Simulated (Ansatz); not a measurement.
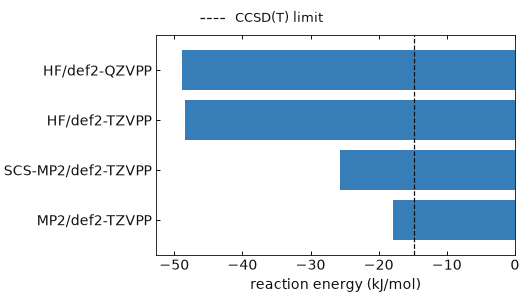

Electronic reaction energy of Si₂H₆Se ([SiH3][SiH2][SeH]) + H₂ ([H][H]) → SiH₄Se ([SiH3][SeH]) + SiH₄ ([SiH4]) (SMILES in brackets) at several levels (functionals in def2-TZVPP unless a basis is named), isolated molecules at PBE0-D4 triple-zeta geometries, minima by their frequencies, no zero-point or thermal terms, the Ansatz code. The line is frozen-core CCSD(T) at the basis limit (MP2 extrapolated from triple and quadruple zeta, plus CCSD(T) less MP2 in a smaller set). The distance of SCS-MP2/def2-TZVPP and MP2/def2-TZVPP to the limit includes basis error. The limit lies 4.2 kJ/mol from CCSD(T)/def2-TZVPP, so the line itself is uncertain by a part of that.

Q: What range do the values span, the line included?

A: From −48.8 kJ/mol (HF/def2-QZVPP) to −14.9 kJ/mol (CCSD(T) limit).

Q: Give the values.

A:
```
             level  kJ/mol  less CCSD(T) limit
     HF/def2-QZVPP   −48.8               −33.9
     HF/def2-TZVPP   −48.4               −33.5
SCS-MP2/def2-TZVPP   −25.6               −10.7
    MP2/def2-TZVPP   −17.9                −3.0
     CCSD(T) limit   −14.9                 0.0
```

Caveats: no scalar relativity up to krypton; outer-core shells are correlated without core-valence functions, which makes the correlated values less sure.
